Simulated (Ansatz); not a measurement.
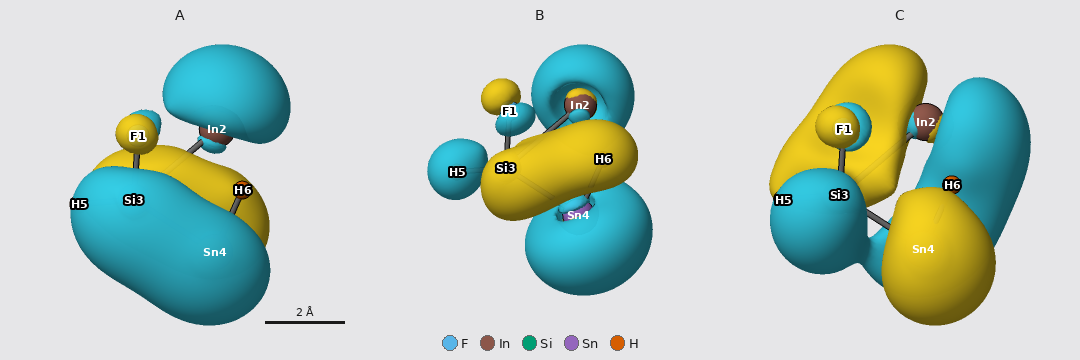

*FH2InSiSn. Three frontier orbitals at ±0.06 Å⁻³ᐟ² (yellow and cyan are the two phases), in no order.*

Geometry: r2SCAN-D4/def2-SVP; core potentials replace the inner electrons of In and Sn.

Theory: Ansatz, isolated molecule in a Gaussian basis; Kohn-Sham density functional theory, functional PBE0.

```xyz
6

F     0.1126    1.5053   -1.3257
In   -0.9933   -0.4351   -0.0168
Si    0.8351    0.3293   -2.3084
Sn   -0.4682   -1.6722   -2.9896
H     2.2983    0.6358   -2.1751
H    -1.7821   -0.6750   -2.1534
```

Q: Which picture is the HOMO−1, the HOMO and the LUMO?

A: B is the HOMO−1 (−6.86 eV). By Hirshfeld shares it lies mainly on Sn4 (about 55 %), Si3 (about 15 %), In2 (about 15 %) and H6 (about 10 %). A is the HOMO (−5.35 eV). Its weight (Hirshfeld) is mainly on Si3 (about 35 %), Sn4 (about 35 %) and In2 (about 25 %); π-bonding across Si3–Sn4. C is the LUMO (−2.16 eV). It lies mainly on In2 (about 35 %), Sn4 (about 35 %) and Si3 (about 20 %).

Q: What is the HOMO–LUMO gap?

A: 3.19 eV between the orbital energies.
